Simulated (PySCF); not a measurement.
**C4H13NSi (SMILES [H][Si]([H])([H])N(CC)CC): density, localisation and related maps**

The calculation's input:

```
{"job": {"kind": "nmr", "xc": "PBE0", "basis": "pcSseg-1"}, "charge": 0, "multiplicity": 1}
Si     0.970551     1.774190     0.651116
H      0.611558     2.061080     2.074107
H      2.452822     1.648370     0.497345
H      0.550958     2.967331    -0.163329
N      0.236456     0.268372     0.206808
C      0.749483    -0.509336    -0.906224
C      1.406644    -1.814939    -0.479475
C     -1.051832    -0.134591     0.735423
C     -2.247852     0.357189    -0.071335
H      1.484681     0.097653    -1.461780
H     -0.058379    -0.716614    -1.634082
H      2.272186    -1.616382     0.170760
H      0.706081    -2.452541     0.081614
H      1.752268    -2.388413    -1.353807
H     -1.083253    -1.236973     0.809685
H     -1.137071     0.230898     1.773127
H     -2.281666     1.457830    -0.092937
H     -2.202781     0.005207    -1.113898
H     -3.193632    -0.004893     0.361483
```

Launched as:

```sh
OMP_NUM_THREADS=1 python probes_run.py task.json out
```

Geometry: PBE0-D3(BJ)/def2-SVP.

Method: PBE0/pcSseg-1, SCF density, gas phase, non-relativistic in PySCF 2.14.0.

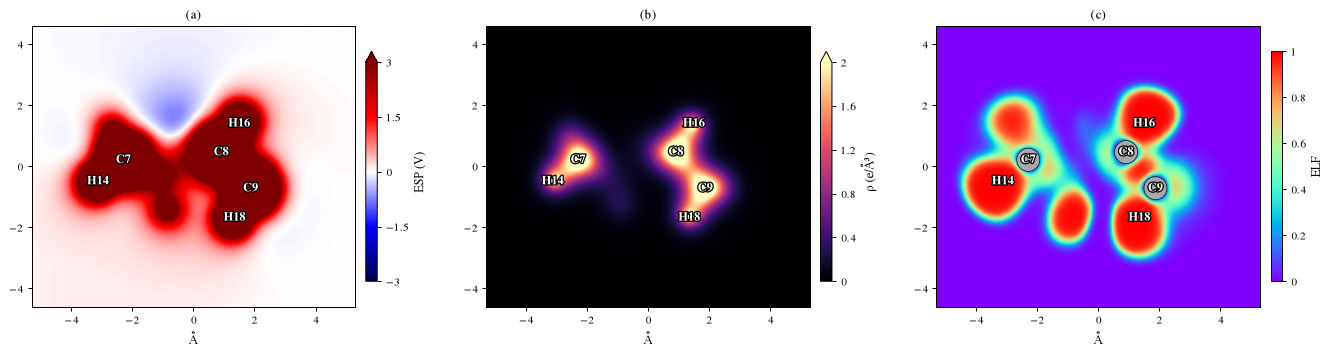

Figure 1. (a) electrostatic potential; (b) electron density; (c) electron localisation function on the plane of atoms C9, C8 and H16. Grey discs cover the atomic cores in the ELF map.

> What does the map show?

The section cuts through C and H sites. C–C (1.52 Å): the density is about 1.7 e/Å³ at the midpoint; the ELF peaks at about 0.95 between the atoms; a covalent bond. C–H (1.10 Å): ρ at the midpoint is about 1.9 e/Å³; the ELF climbs to about 1 towards the hydrogen, as it does in any bond to H: an ordinary covalent bond to hydrogen. Outside the dense part of the molecule the potential is most negative (−0.7 V) near N5, which lies off the plane.

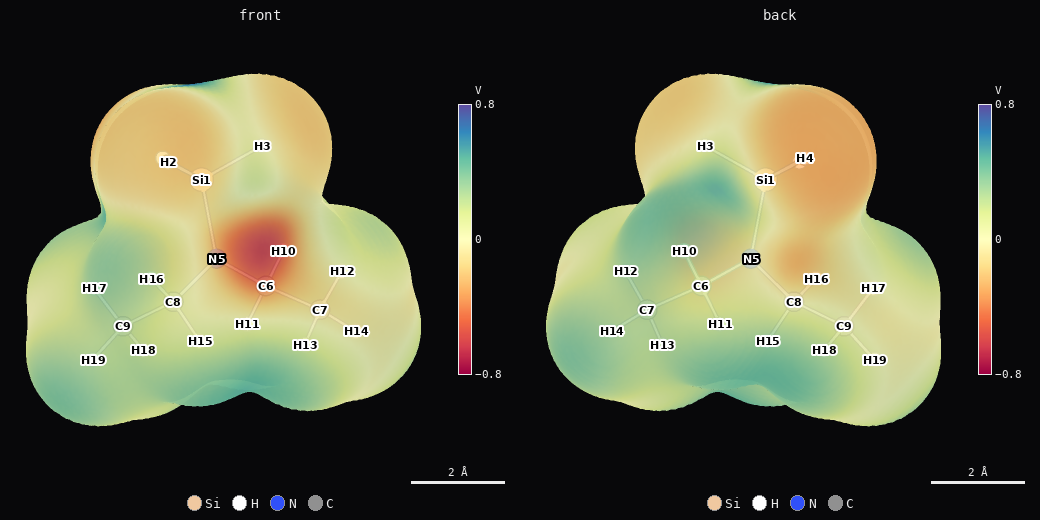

Figure 2. The electrostatic potential painted on the density surface at 0.001 e/bohr³, seen from the front and from behind; red is negative and blue positive.

> Describe the electrostatic potential map.

The most negative region (about −0.6 V) lies over N5 and C7, the most positive (about +0.6 V) over Si1.
